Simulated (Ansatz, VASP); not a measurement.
# Te in two plane-wave programs

Wanted: the spread between two codes on one cell, functional and k mesh.

Program: Ansatz 0.2.0. Level of theory: plane waves, with VASP 6.6.1 beside it; band structure at LDA, band structure at LDA, spin-orbit coupling and single point at LDA, spin-orbit coupling. Results are calculated unless marked as measured.

This is not the structure that Te takes at ambient pressure and room temperature (space group No. 152 or space group No. 154); it is a model or a phase of other conditions.

## 1. The starting structure

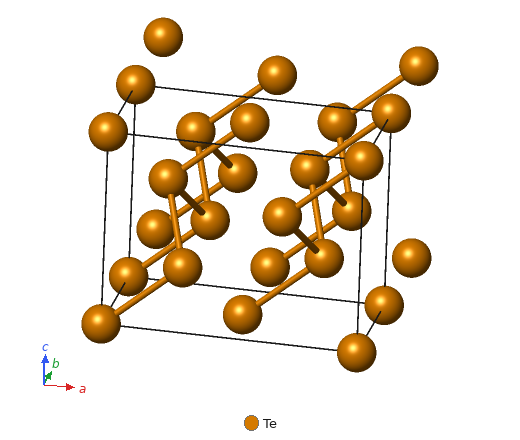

The cell as given, slightly off an axis (tellurium orange). 1×2×1 cells are drawn. This picture shows the conventional cell, with its axes. Bonds to atoms that aren't drawn are left out. Some periodic images of atoms are drawn too.

## 2. VASP: band structure, LDA

Levels along a path test the potential and the projectors away from the mesh points.

Lines of VASP's logs that name or quote its potential files are left out, and so is its time.

Input file INCAR:

```
SYSTEM = Te
PREC = Accurate
ENCUT = 400
EDIFF = 1E-06
NELM = 100
ISMEAR = -1
SIGMA = 0.05
LREAL = .FALSE.
ALGO = Normal
GGA = CA
NBANDS = 22
LORBIT = 11
LWAVE = .FALSE.
LCHARG = .FALSE.
KPAR = 4
```

Input file POSCAR:

```
Te
1.0
    3.8202894285     -2.1482026000      0.0000000000
    3.8202894285      2.1482026000      0.0000000000
   -0.0942908673      0.0000000000      5.9760906531
Te
3
Direct
    0.6905533900      0.6905533900      0.6611905100
    0.3094466100      0.3094466100      0.3388094900
    0.0000000000      0.0000000000      0.0000000000
```

Input file KPOINTS:

```
Automatic mesh
0
Gamma
7 7 5
0 0 0
```

Input file KPOINTS_OPT:

```
Line mode
16
Line-mode
Reciprocal
  0.00000000   0.00000000   0.00000000 GAMMA
  0.50000000   0.50000000  -1.00000000 Y

  0.50000000   0.50000000  -1.00000000 Y
  0.10634868   0.10634868  -1.47794325 F

  0.10634868   0.10634868  -1.47794325 F
  0.50000000   0.50000000  -0.50000000 L

  0.50000000   0.50000000  -0.50000000 L
  0.67252566   0.32747434  -0.50000000 I

  0.32747434  -0.32747434   0.50000000 I1
  0.00000000   0.00000000   0.50000000 Z

  0.00000000   0.00000000   0.50000000 Z
  0.89365132   0.89365132   0.47794325 F1

  0.50000000   0.50000000  -1.00000000 Y
  0.54490434   0.45509566  -1.00000000 X1

  0.45509566  -0.45509566   0.00000000 X
  0.00000000   0.00000000   0.00000000 GAMMA

  0.00000000   0.00000000   0.00000000 GAMMA
  0.50000000   0.00000000  -0.50000000 N

  0.50000000   0.00000000   0.00000000 M
  0.00000000   0.00000000   0.00000000 GAMMA
```

The projector-augmented-wave data sets are Te (LDA family, release 64).

The run is started by

```console
$ mpirun -np 4 vasp_std
```

Numbers of over 12 decimals in the logs are rounded to 6 here.

Output:

```text
[banner, memory and clock lines left out]
running    4 mpi-ranks, on    1 nodes
 distrk:  each k-point on    1 cores,    4 groups
 distr:  one band on    1 cores,    1 groups

 POSCAR found type information on POSCAR Te
 POSCAR found :  1 types and       3 ions
 LDA part: xc-table for (Slater(with rela. corr.)+CA(PZ))
 , standard interpolation
 POSCAR, INCAR and KPOINTS ok, starting setup
 FFT: planning ... GRIDC
 FFT: planning ... GRID_SOFT
 FFT: planning ... GRID
 WAVECAR not read
 entering main loop
       N       E                     dE             d eps       ncg     rms          rms(c)
DAV:   1     0.517863019995E+02    0.51786E+02   -0.51973E+03  3168   0.518E+02
DAV:   2    -0.787800983266E+01   -0.59664E+02   -0.56989E+02  4204   0.101E+02
DAV:   3    -0.112652947503E+02   -0.33873E+01   -0.33512E+01  3952   0.238E+01
DAV:   4    -0.113206279406E+02   -0.55333E-01   -0.55322E-01  3884   0.370E+00
DAV:   5    -0.113218357167E+02   -0.12078E-02   -0.12078E-02  4064   0.509E-01    0.124E+01
DAV:   6    -0.112944096881E+02    0.27426E-01   -0.30763E-02  3684   0.774E-01    0.757E+00
DAV:   7    -0.112887980528E+02    0.56116E-02   -0.26232E-02  3684   0.702E-01    0.633E-01
DAV:   8    -0.112881652910E+02    0.63276E-03   -0.34094E-03  3732   0.276E-01    0.238E-01
DAV:   9    -0.112879732183E+02    0.19207E-03   -0.40363E-04  3880   0.915E-02    0.110E-01
DAV:  10    -0.112879534848E+02    0.19733E-04   -0.15354E-04  3716   0.481E-02    0.348E-02
DAV:  11    -0.112879485904E+02    0.48944E-05   -0.23037E-05  3642   0.214E-02    0.176E-02
DAV:  12    -0.112879486306E+02   -0.40226E-07   -0.14195E-06  3160   0.525E-03
   1 F= -.11287949E+02 E0= -.11284173E+02  d E =-.755177E-02
 Start KPOINTS_OPT (optional k-point list driver)
k-point batch [1-72\160]
       N       E                     dE             ncg
DAV:   1     0.555647001194E+04   -0.19840E+05     3168
DAV:   2     0.115120463192E+04   -0.44053E+04     4172
DAV:   3     0.891528929566E+03   -0.25968E+03     3946
DAV:   4     0.887245638972E+03   -0.42833E+01     4032
DAV:   5     0.887159934392E+03   -0.85705E-01     4024
DAV:   6     0.887156339700E+03   -0.35947E-02     4262
DAV:   7     0.887156266874E+03   -0.72826E-04     3756
DAV:   8     0.887156263472E+03   -0.34022E-05     2940
DAV:   9     0.887156263341E+03   -0.13060E-06     2604
[...]
k-point batch [145-160\160]
       N       E                     dE             ncg
DAV:   1     0.202131383992E+05   -0.24376E+04      704
DAV:   2     0.192234306294E+05   -0.98971E+03      942
DAV:   3     0.191599962637E+05   -0.63434E+02      858
DAV:   4     0.191589651607E+05   -0.10311E+01      894
DAV:   5     0.191589459221E+05   -0.19239E-01      892
DAV:   6     0.191589451553E+05   -0.76679E-03      920
DAV:   7     0.191589451329E+05   -0.22455E-04      866
DAV:   8     0.191589451319E+05   -0.97977E-06      688
```

OUTCAR, selected parts (step 2):

```text
ion  position               nearest neighbor table
   1  0.691  0.691  0.661-   2 3.03   2 3.03   3 3.09   3 3.31   3 3.31   2 3.47
   2  0.309  0.309  0.339-   1 3.03   1 3.03   3 3.09   3 3.31   3 3.31   1 3.47
   3  0.000  0.000  0.000-   1 3.09   2 3.09   1 3.31   1 3.31   2 3.31   2 3.31

  LATTYP: Found a base centered monoclinic cell.
 ALAT       =     7.6405788570
 B/A-ratio  =     0.5623140969
 C/A-ratio  =     0.7822489081
 COS(beta)  =    -0.0157760547

 Subroutine GETGRP returns: Found  4 space group operations
 (whereof  4 operations were pure point group operations)

The static configuration has the point symmetry C_2h.

 Found     72 irreducible k-points:

   k-points           NKPTS =     72   k-points in BZ     NKDIM =     72   number of bands    NBANDS=     22

   dimension x,y,z NGX =    30 NGY =   30 NGZ =   40
   dimension x,y,z NGXF=    60 NGYF=   60 NGZF=   80

   ENCUT  =  400.0 eV  29.40 Ry    5.42 a.u.   7.15  7.15  9.75*2*pi/ulx,y,z

   NELECT =      18.0000    total number of electrons

 k-points in reciprocal lattice and weights: Automatic mesh
   0.00000000  0.00000000  0.00000000       0.004
   0.14285714  0.00000000  0.00000000       0.016
   0.28571429  0.00000000  0.00000000       0.016
   0.42857143  0.00000000  0.00000000       0.016
   0.14285714  0.14285714  0.00000000       0.008
   0.28571429  0.14285714  0.00000000       0.016
   0.42857143  0.14285714  0.00000000       0.016
  -0.42857143  0.14285714 -0.00000000       0.016
  -0.28571429  0.14285714 -0.00000000       0.016
[...]
-0.14285714 -0.28571429  0.40000000       0.016
  -0.14285714 -0.14285714  0.40000000       0.008

 average (electrostatic) potential at core
       1 -89.5442       2 -89.5442       3 -89.3012

 E-fermi :   6.3200

 k-point     1 :       0.0000    0.0000    0.0000
  band No.  band energies     occupation
    ...
      5       3.6135      2.00000
      6       4.0464      2.00000
      7       4.2557      2.00000
      8       4.6663      2.00000
      9       4.8824      2.00000
     10       7.2483      0.00000
     11       7.2829      0.00000
     12       7.8155      0.00000
     13      10.9946      0.00000
     14      11.3940      0.00000
    ...

 k-point     2 :       0.1429    0.0000    0.0000
  band No.  band energies     occupation
    ...
      5       2.9523      2.00000
      6       3.3606      2.00000
      7       5.0436      2.00000
      8       5.1743      2.00000
      9       6.0892      1.98041
     10       6.4908      0.06359
     11       7.0525      0.00000
     12       7.4793      0.00000
     13      10.4965      0.00000
     14      11.1714      0.00000
    ...

 k-point     3 :       0.2857    0.0000    0.0000
  band No.  band energies     occupation
    ...
      5       2.1416      2.00000
      6       2.7026      2.00000
      7       4.3225      2.00000
      8       5.5232      2.00000
      9       5.6737      2.00000
     10       6.6790      0.00152
     11       6.9952      0.00000
     12       8.3002      0.00000
     13       9.3893      0.00000
     14      11.8756      0.00000
    ...

  Total       -1.6687209     -1.5311554     -1.9132710      0.0000000      0.0000000     -0.0122902
  in kB      -27.2568464    -25.0098547    -31.2513215      0.0000000      0.0000000     -0.2007478
  external PRESSURE =     -27.8393408 kB  Pullay stress =       0.0000000 kB

  energy-cutoff  :      400.00
  volume of cell :       98.09
      direct lattice vectors                 reciprocal lattice vectors
     3.820289429 -2.148202600  0.000000000     0.130880136 -0.232752721  0.002065029
     3.820289429  2.148202600  0.000000000     0.130880136  0.232752721  0.002065029
    -0.094290867  0.000000000  5.976090653     0.000000000  0.000000000  0.167333472

 POSITION                                       TOTAL-FORCE (eV/Angst)
 -----------------------------------------------------------------------------------
      5.21388      0.00000      3.95133        -0.073734      0.000000      0.033908
      2.33240      0.00000      2.02476         0.073734      0.000000     -0.033908
      0.00000      0.00000      0.00000        -0.000000      0.000000      0.000000
 -----------------------------------------------------------------------------------
    total drift:                               -0.000000     -0.000000     -0.000000

  FREE ENERGIE OF THE ION-ELECTRON SYSTEM (eV)
  ---------------------------------------------------
  free  energy   TOTEN  =       -11.2879486306 eV

  energy  without entropy=      -11.2803968648  energy(sigma->0) =      -11.28417275

 total charge
# of ion       s       p       d       tot
------------------------------------------
    1        1.449   1.783   0.046   3.279
    2        1.449   1.783   0.046   3.279
    3        1.445   1.797   0.040   3.282
--------------------------------------------------
tot          4.343   5.363   0.133   9.839

[... 3 further parts left out ...]
```

The run ends at a pressure of -2.78 GPa, with forces up to 0.081 eV/Å.

## 3. Ansatz: band structure, LDA

Ansatz runs on its default PAW (the set named soft_2) files.

The same cell, functional (in two slightly different forms), mesh and smearing now go to Ansatz, which takes its cutoff from its data sets.

Input file input.yaml:

```yaml
crystal:
  lattice:
    - [3.8202894285, -2.1482026, 0.0]
    - [3.8202894285, 2.1482026, 0.0]
    - [-0.0942908673, 0.0, 5.9760906531]
  atoms:
    - { symbol: Te, position: [0.69055339, 0.69055339, 0.66119051] }
    - { symbol: Te, position: [0.30944661, 0.30944661, 0.33880949] }
    - { symbol: Te, position: [0.0, 0.0, 0.0] }
hamiltonian:
  xc: lda
  pseudopotentials: { kind: paw }
kpoints:
  mp_grid: { grid: [7, 7, 5] }
  band_path:
    path:
      - [0.0, 0.0, 0.0]
      - [0.16667, 0.16667, -0.33333]
      - [0.33333, 0.33333, -0.66667]
      - [0.5, 0.5, -1.0]
      - [0.36878, 0.36878, -1.15931]
      - [0.21132, 0.21132, -1.35049]
      - [0.10635, 0.10635, -1.47794]
      - [0.26381, 0.26381, -1.08677]
      - [0.39503, 0.39503, -0.76078]
      - [0.5115, 0.4885, -0.5]
      - [0.56901, 0.43099, -0.5]
      - [0.63802, 0.36198, -0.5]
      - [0.30564, -0.30564, 0.5]
      - [0.17465, -0.17465, 0.5]
      - [0.06549, -0.06549, 0.5]
      - [0.11915, 0.11915, 0.49706]
      - [0.41704, 0.41704, 0.48971]
      - [0.7745, 0.7745, 0.48088]
      - [0.50599, 0.49401, -1.0]
      - [0.52395, 0.47605, -1.0]
      - [0.53892, 0.46108, -1.0]
      - [0.36408, -0.36408, 0.0]
      - [0.21238, -0.21238, 0.0]
      - [0.03034, -0.03034, 0.0]
      - [0.1, 0.0, -0.1]
      - [0.3, 0.0, -0.3]
      - [0.46667, 0.0, -0.46667]
      - [0.36667, 0.0, 0.0]
      - [0.2, 0.0, 0.0]
      - [0.0, 0.0, 0.0]
    npoints: 1
scf:
  occupations: { method: fermi_dirac, width: 0.05 }
  n_extra_bands: 7
output:
  forces: true
  stress: true
  eigenvalues: true
```

The run is started by

```console
$ ansatz run input.yaml --threads 2 --pin off --max-ram 4608MiB --backend cpu --events-out ev --progress --plain --runs-dir out
```

Output:

```text
scf.n_extra_bands = 7 over 24 filled bands (N_el = 48.0): the run solves 31 bands
Engine: ansatz 0.2.0, aarch64-unknown-linux-gnu
Pseudopotentials: kind: paw
Pseudopotential: Te, paw, valence charge 16, recommended cutoff 420 eV (normal), Te.paw.azcp
Functional definition: SPW92
  exchange = slater_x
  correlation = pw_c
Crystal: 3 atoms, lattice volume = 98.089 Å³
Basis set: ecut = 420 eV, 1937 PW (Γ)
Bands: 31, of which v1, the nominal top of the filled ones, is band 24 counted from 1 (23 counted from 0)
Symmetry: 4 space group operations
Space group: C2/m (ITA 12), of the structure as read, at distance tolerance 4.6e-5 Å
k-points: 72 of 245
Non-local potential: Te, projectors of the file, l = 0: 2, l = 1: 2, l = 2: 2, l = 3: 2
PAW form: soft (Blöchl's): semilocal exchange-correlation on the pseudo side does not see the compensation charge
PAW frozen core: Te, regenerated for the run's functional, and the local potential with it (the file was generated under x = pbe(κ = 0.804, μ = 0.219515), c = pbe(β = 0.066725))
PAW one-centre angular grid: Te, 590 points (default); XC on 64 Gauss nodes
Initial density: superposition of atomic densities (neutral atoms: chi_scale 0, normalization atom), corrected by the library's trained network
Initial wavefunctions: pseudopotential atomic-orbital guess
Functional: x = slater, c = lda
SCF iter   1: F=—  HF=-20481.473030 eV  |F-HF|=—  |Δ(HF+E_count)|=         —  Δρ=4.69e-3  dr2=1.15e-2  ethr=1.77e-3  ⟨swp⟩=8.2  Hψ=10939  notcnv=0  defer=8
preconditioner: auto → LDOS  [metal: Δε(μ)=0.052 eV  Ē_g=9.828 eV  σ=0.050 eV  W_gap=0.25  n_scr=22 (ndim 8)  ℏωp=15.9 eV  f_vac=0.016  D(μ)=0.84/eV (n_scr^D=2)  β→1.0]
SCF iter   2: F=—  HF=-20481.465791 eV  |F-HF|=—  |Δ(HF+E_count)|=   7.24e-3  Δρ=1.23e-3  dr2=2.27e-3  ethr=2.40e-5  ⟨swp⟩=2.0  Hψ=4704  notcnv=0  defer=53
SCF iter   3: F=—  HF=-20481.465195 eV  |F-HF|=—  |Δ(HF+E_count)|=   5.97e-4  Δρ=6.64e-4  dr2=6.22e-4  ethr=4.72e-6  ⟨swp⟩=2.0  Hψ=4059  notcnv=0  defer=53
SCF iter   4: F=—  HF=-20481.464981 eV  |F-HF|=—  |Δ(HF+E_count)|=   2.14e-4  Δρ=1.14e-4  dr2=1.73e-5  ethr=1.30e-6  ⟨swp⟩=2.0  Hψ=3852  notcnv=0  defer=53
SCF iter   5: F=—  HF=-20481.464973 eV  |F-HF|=—  |Δ(HF+E_count)|=   7.26e-6  Δρ=2.35e-5  dr2=1.12e-6  ethr=3.61e-8  ⟨swp⟩=2.0  Hψ=3877  notcnv=0  defer=53
SCF iter   6: F=-20481.464973 eV  HF=-20481.464973 eV  |F-HF|=1.17e-8  |Δ(HF+E_count)|=   2.36e-7  Δρ=5.39e-6  dr2=2.86e-8  ethr=2.08e-10  ⟨swp⟩=8.2  Hψ=12024  notcnv=0
SCF 1 converged in 6 iterations: F = -20481.464973 eV  dr2 = 2.86e-8
  greatest PAW one-centre occupation: 0.999 electrons in one spin orbital (limit 2), on the Te atom at site 2 (counted from 0), in its partial waves of l = 2
NSCF: frozen V_eff on 30 k-points
SCF converged after 6 iterations
Free energy (F): -20481.464973 eV
Harris-Foulkes:  -20481.464973 eV  (|F-HF|=1.17e-8)
Internal energy: -20481.457533 eV  (E = F + TS)
E sigma→0 (E₀):  -20481.461253 eV
Entropy (-TS):   -0.007440 eV (-2.480 meV/atom)
Fermi energy:    9.077498 eV
--- Per-component energies (eV) ---
  E_band       = -784.834937
  E_kinetic    = 543.281199
  E_local      = -3669.499029  (includes V_loc(G=0)·N_el)
  E_nonlocal   = -915.136972
  E_hartree    = 2357.835005
  E_xc         = -370.981920
  E_vxc        = -313.688823  (∫ρ·V_xc dr)
  E_paw        = -13528.645327  (= ΣΔE_a)
  E_vpaw       = -1145.460690  (= ΣTr[D̂ρ^β])
  E_aug_tail   = -0.000634  (compensation charges beyond the density's cutoff)
  E_ewald      = -4900.345838
  E_core_change = 2.035984  (= ΣΔE_core)
  E_smearing   = -0.007440  (= −TS)
  E_closure    = -0.000000  (closes the sum)
  Σ components = -20481.464973   (vs F -20481.464973, Δ=0.00e0)
--- Forces (eV/Å), atoms counted from 1 ---
  atom   1  Te    -0.06028510     0.00000000     0.02698606
  atom   2  Te     0.06028510    -0.00000000    -0.02698606
  atom   3  Te     0.00000000     0.00000000    -0.00000000
  max |Σ_I F_I| component: 3.47e-18 eV/Å
--- Stress (GPa, compression-positive) ---
       -2.764038       0.000000      -0.018528
        0.000000      -2.559701      -0.000000
       -0.018527      -0.000000      -3.222279
  P = ⅓ Tr σ = -2.8487 GPa (-28.487 kbar)
--- Band table (eV; the first three rows and the last of 72) ---
  k-point 0: bands = [... 20 lower, 6.7922, 7.0121, 7.4286, 7.6451, 10.0106, 10.0419, 10.5749, 13.8248, ... 3 higher]
  k-point 1: bands = [... 20 lower, 6.4998, 7.5527, 7.6284, 7.7910, 9.6921, 9.7113, 10.1582, 13.2778, ... 3 higher]
  k-point 2: bands = [... 20 lower, 6.4627, 7.8184, 8.1585, 8.3816, 9.0924, 9.1256, 9.3918, 12.9258, ... 3 higher]
  k-point 71: bands = [... 20 lower, 5.1455, 6.7724, 8.0317, 8.2805, 10.1215, 10.2679, 11.3495, 13.2580, ... 3 higher]
```

Run time: 15 s. Hardware: 2 threads of Arm Neoverse N1, shared host; peak memory 0.43 GiB; 29 s of CPU time.

Reading the cycles: dr2 is the Hartree energy of the density residual (eV), the measure of convergence; HF is the Harris–Foulkes estimate of the energy, which meets the free energy F at convergence.

## 4. Comparison

Known differences besides the PAW data sets themselves: the two LDA forms differ slightly; the data sets hold 48 valence electrons in Ansatz (default PAW (the set named soft_2) files) and 18 in VASP; the cutoff is 420 eV in Ansatz and 400 eV in VASP; Ansatz makes its cores anew for this functional, VASP keeps those of its LDA data sets. Total energies have different zeros and are not compared.

The two programs side by side:

| quantity | Ansatz | VASP | difference |
| --- | --- | --- | --- |
| pressure (GPa) | -2.85 | -2.78 | -0.06 |

Forces (eV/Å; atoms numbered as in POSCAR):

```csv
atom,"Ansatz x, y, z","VASP x, y, z"
Te1,"-0.060, 0.000, 0.027","-0.074, 0.000, 0.034"
Te2,"0.060, 0.000, -0.027","0.074, 0.000, -0.034"
Te3,"0.000, 0.000, 0.000","0.000, 0.000, 0.000"
```

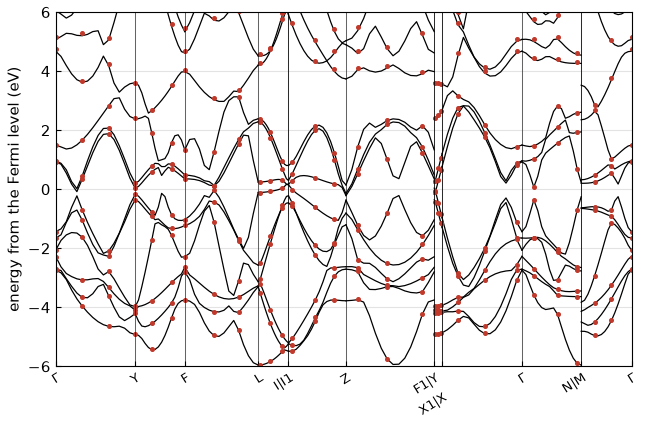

Bands from VASP (lines) and levels from Ansatz (dots). Dots without a line are higher empty bands that the VASP plot leaves out.

The forces differ by 7.1 meV/Å r.m.s., which is 18.6 % of the r.m.s. force of 0.04 eV/Å (both taken over all components). Levels from 3 eV below to 2 eV above the Fermi level differ by 5 meV r.m.s. and 12 meV at most; each VASP level is matched to the nearest of Ansatz, which flatters the figure a little. Ansatz's pressure holds a Pulay correction of 0.04 GPa; VASP's holds none.

## 5. Further runs

An all-electron run, which needs no data sets, serves as referee.

```
                              run  r.m.s. difference of levels near the Fermi level (meV)
                         as above                                                     5.0
Ansatz's all-electron LAPW method                                                     4.9
```

(Part 1 of 2 ends here.)

[Lines on the potential files, build, host, timing and source positions are cut from VASP's logs without a mark.]

[Logs are printed without paths, hosts, clocks, repeated set-up lines and the standing remarks that a program may print on its own settings, such as how far it seeks lower states.]

[Hosts, paths, dates, database ids (printed as entryN), source tags and the programs' standing remarks are cut or masked in the printed files.]
